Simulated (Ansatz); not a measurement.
# CH₅GaO₂Si: how energies converge with the basis set

How large a basis does CH₅GaO₂Si need? Two functionals are run in growing sets.

The runs use Ansatz 0.2.0, Gaussian basis; one geometry, several basis sets.

The runs, in order: PBE0-D4/def2-SVP; ωB97M-V/def2-SVP; PBE0-D4/def2-QZVPP; ωB97M-V/def2-QZVPP; the functionals' def2-TZVPP values are taken from earlier runs.

## Step 1: The relaxed structure

The geometry comes from an earlier relaxation with PBE0-D4 in a triple-zeta def2 set; it is a stationary point, not always the lowest conformer.

SMILES `O[SiH2][CH]1[O][GaH]1`, 10 atoms, charge 0, spin multiplicity 1.

Atoms are counted from 1 here; the program's logs count them from 0.

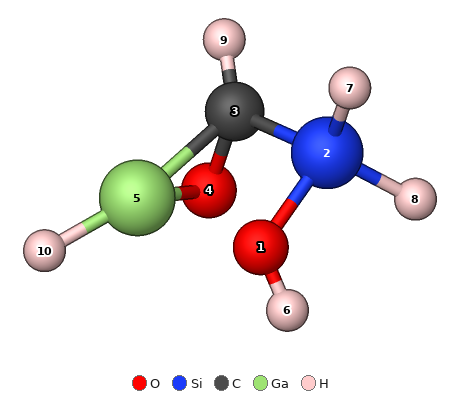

The structure; oxygen red, silicon blue, carbon dark grey, gallium green, hydrogen pink; atoms are numbered from 1 in the order of the file.

## Step 2: PBE0-D4 in def2-SVP

in.yaml

```yaml
crystal:
  periodic: [false, false, false]
  atoms:
    - {symbol: O, position_ang: [-1.014672, 0.929249, 0.148227]}
    - {symbol: Si, position_ang: [-0.060066, -0.063510, 1.200305]}
    - {symbol: C, position_ang: [0.999371, -0.743297, -0.123610]}
    - {symbol: O, position_ang: [0.146067, -1.364643, -1.116129]}
    - {symbol: Ga, position_ang: [0.297031, 0.448928, -1.492992]}
    - {symbol: H, position_ang: [-1.961482, 0.760075, 0.133623]}
    - {symbol: H, position_ang: [0.607818, 0.833670, 2.175571]}
    - {symbol: H, position_ang: [-1.061678, -0.932376, 1.876816]}
    - {symbol: H, position_ang: [2.013349, -1.124788, -0.036406]}
    - {symbol: H, position_ang: [0.034253, 1.256684, -2.765417]}
basis:
  gaussian: {orbitals: def2-SVP}
hamiltonian: {xc: pbe0, dispersion: d4}
output: {orbitals: {seedname: orbitals}}
```

The run is started by

```sh
$ ansatz run in.yaml --threads 4 --pin off --events-out ev --progress --plain --max-ram 10444MiB
```

What it wrote:

```text
Functional definition: PBE0
  name "PBE0"
  cite "Adamo & Barone, J. Chem. Phys. 110, 6158 (1999) doi:10.1063/1.478522"
  cite "Perdew, Burke & Ernzerhof, Phys. Rev. Lett. 77, 3865 (1996) doi:10.1103/PhysRevLett.77.3865"
  parent pbe
  parameter a = 0.25
  parameter kappa = 0.804
  parameter beta = 0.06672455060314922
  exchange = (1 - a)*pbe_x(kappa = kappa, mu = beta*pi^2/3) + a*exact_x
  correlation = pbe_c(beta = beta)
1148 factors; integrals over basis functions are off by at most 1.1e-3 eV
mean field evaluation 1: about -65429.3456 eV, gradient 6.8e1 eV
mean field evaluation 2: about -65371.6355 eV, gradient 1.7e2 eV
mean field evaluation 4: about -65438.5301 eV, gradient 1.2e1 eV
mean field evaluation 8: about -65438.8713 eV, gradient 9.1e-1 eV
mean field evaluation 16: about -65438.8729 eV, gradient 6.8e-5 eV
mean field -65438.87289714 eV, -2404.8342229088 hartree, gradient 7.3e-5 eV, S^2 0.000000; 0 other end points of the search recorded, 0 dependent functions left out
reference -65438.87292872 eV, -2404.8342240692 hartree; 36, 36 occupied and 81, 81 virtual orbitals, 1148 factors
Total energy: -65439.09455644 eV, -2404.8423687377 hartree
```

Wall time 0.55 s (4 threads of AMD EPYC 9R05, shared host).

## Step 3: ωB97M-V in def2-SVP

in.yaml: that of step 2 with these lines changed.

```diff
@@ -15,3 +15,3 @@
   gaussian: {orbitals: def2-SVP}
-hamiltonian: {xc: pbe0, dispersion: d4}
+hamiltonian: {xc: {name: wB97M-V}}
 output: {orbitals: {seedname: orbitals}}
```

The command is unchanged.

What it wrote, cut to the lines that bear on the results:

```text
Functional definition: wB97M-V
  name "wB97M-V"
  cite "Mardirossian & Head-Gordon, J. Chem. Phys. 144, 214110 (2016) doi:10.1063/1.4952647"
  cite "Becke, J. Chem. Phys. 107, 8554 (1997) doi:10.1063/1.475007"
  cite "Vydrov & Van Voorhis, J. Chem. Phys. 133, 244103 (2010) doi:10.1063/1.3521275"
  # Of w^i u^j: cxij and so on, Table III.
[...]
  gx(w, u) = 1 - cx + cx01*u + cx10*w
  gss(w, u) = css00 + css04*u^4 + css10*w + css20*w^2 + css43*w^4*u^3
  gos(w, u) = cos00 + cos10*w + (cos20 + cos21*u)*w^2 + (cos60 + cos61*u)*w^6
[...]
      + integral(e_c_pw_mod_opposite_spin*gos(b97_w_opposite, b97_u_opposite)) + vv10(b, c)
1148 factors; integrals over basis functions are off by at most 1.1e-3 eV
325 factors; integrals over basis functions are off by at most 4.6e-6 eV
[...]
mean field -65449.55795467 eV, -2405.2268915303 hartree, gradient 5.6e-5 eV, S^2 0.000000; 0 other end points of the search recorded, 0 dependent functions left out
reference -65449.55800485 eV, -2405.2268933746 hartree; 36, 36 occupied and 81, 81 virtual orbitals, 1148 factors
Total energy: -65449.55800485 eV, -2405.2268933746 hartree
```

It took 1.9 s on 4 threads of AMD EPYC 9R05, shared host.

## Step 4: PBE0-D4 in def2-QZVPP

in.yaml: that of step 3 with these lines changed.

```diff
@@ -14,4 +14,4 @@
 basis:
-  gaussian: {orbitals: def2-SVP}
-hamiltonian: {xc: {name: wB97M-V}}
+  gaussian: {orbitals: "def2-QZVPP.json"}
+hamiltonian: {xc: pbe0, dispersion: d4}
 output: {orbitals: {seedname: orbitals}}
```

Launched as before.

What it wrote:

```text
Functional definition: PBE0
  name "PBE0"
  cite "Adamo & Barone, J. Chem. Phys. 110, 6158 (1999) doi:10.1063/1.478522"
  cite "Perdew, Burke & Ernzerhof, Phys. Rev. Lett. 77, 3865 (1996) doi:10.1103/PhysRevLett.77.3865"
  parent pbe
  parameter a = 0.25
  parameter kappa = 0.804
  parameter beta = 0.06672455060314922
  exchange = (1 - a)*pbe_x(kappa = kappa, mu = beta*pi^2/3) + a*exact_x
  correlation = pbe_c(beta = beta)
1802 factors; their error is unknown
mean field evaluation 1: about -65443.5634 eV, gradient 8.3e1 eV
mean field evaluation 2: about -65350.0403 eV, gradient 2.0e2 eV
mean field evaluation 4: about -65455.9867 eV, gradient 1.5e1 eV
mean field evaluation 8: about -65456.3388 eV, gradient 1.2e-1 eV
mean field evaluation 16: about -65456.4932 eV, gradient 4.5e-4 eV
mean field -65456.49316092 eV, -2405.4817556594 hartree, gradient 4.4e-5 eV, S^2 0.000000; 0 other end points of the search recorded, 0 dependent functions left out
reference -65456.49320682 eV, -2405.4817573461 hartree; 36, 36 occupied and 444, 444 virtual orbitals, 1802 factors
Total energy: -65456.71483454 eV, -2405.4899020146 hartree
```

Wall time 4.1 s (4 threads of AMD EPYC 9R05, shared host); peak memory 2.1 GiB.

## Step 5: ωB97M-V in def2-QZVPP

in.yaml: that of step 4 with these lines changed.

```diff
@@ -15,3 +15,3 @@
   gaussian: {orbitals: "def2-QZVPP.json"}
-hamiltonian: {xc: pbe0, dispersion: d4}
+hamiltonian: {xc: {name: wB97M-V}}
 output: {orbitals: {seedname: orbitals}}
```

Launched as before.

What it wrote, cut to the lines that bear on the results:

```text
Functional definition: wB97M-V
  name "wB97M-V"
  cite "Mardirossian & Head-Gordon, J. Chem. Phys. 144, 214110 (2016) doi:10.1063/1.4952647"
  cite "Becke, J. Chem. Phys. 107, 8554 (1997) doi:10.1063/1.475007"
  cite "Vydrov & Van Voorhis, J. Chem. Phys. 133, 244103 (2010) doi:10.1063/1.3521275"
  # Of w^i u^j: cxij and so on, Table III.
[...]
  gx(w, u) = 1 - cx + cx01*u + cx10*w
  gss(w, u) = css00 + css04*u^4 + css10*w + css20*w^2 + css43*w^4*u^3
  gos(w, u) = cos00 + cos10*w + (cos20 + cos21*u)*w^2 + (cos60 + cos61*u)*w^6
[...]
      + integral(e_c_pw_mod_opposite_spin*gos(b97_w_opposite, b97_u_opposite)) + vv10(b, c)
1777 factors; their error is unknown
394 factors; integrals over basis functions are off by at most 7.2e-6 eV
[...]
mean field -65467.23681323 eV, -2405.8765775992 hartree, gradient 5.4e-5 eV, S^2 0.000000; 0 other end points of the search recorded, 0 dependent functions left out
reference -65467.23688645 eV, -2405.8765802902 hartree; 36, 36 occupied and 444, 444 virtual orbitals, 1777 factors
Total energy: -65467.23688645 eV, -2405.8765802902 hartree
```

Wall time 8 s (4 threads of AMD EPYC 9R05, shared host); peak memory 2.5 GiB.

## Step 6: Functionals by basis

The def2-TZVPP values come from earlier runs at the same geometry.

| functional | basis | functions | energy (eV) | from the largest (eV) | HOMO (eV) | LUMO (eV) |
| --- | --- | --- | --- | --- | --- | --- |
| PBE0-D4 | def2-SVP | 117 | -65439.0946 | 17.620 | -5.72 | -0.44 |
| PBE0-D4 | def2-TZVPP | 253 | -65454.9595 | 1.755 | -5.80 | -0.67 |
| PBE0-D4 | def2-QZVPP | 480 | -65456.7148 | 0.000 | -5.84 | -0.81 |
| ωB97M-V | def2-SVP | 117 | -65449.5580 | 17.679 | -7.82 | 1.29 |
| ωB97M-V | def2-TZVPP | 253 | -65465.5585 | 1.678 | -7.92 | 0.93 |
| ωB97M-V | def2-QZVPP | 480 | -65467.2369 | 0.000 | -7.96 | 0.58 |

## Step 7: Results

| quantity | value |
| --- | --- |
| PBE0-D4: double and triple zeta above quadruple | 17.62, 1.76 eV |
| ωB97M-V: double and triple zeta above quadruple | 17.68, 1.68 eV |

In words: PBE0-D4 gains 15.86 eV from double to triple zeta, then 1.76 eV more. These are total energies; as a rule much of such shifts cancels in differences, which this series doesn't test. The LUMO of ωB97M-V is positive and keeps falling with the basis (1.29 to 0.58 eV): an unbound level that the basis holds in place.

For PBE0-D4 the largest set took about 7 times as long as the smallest (4.1 s against 0.55 s).
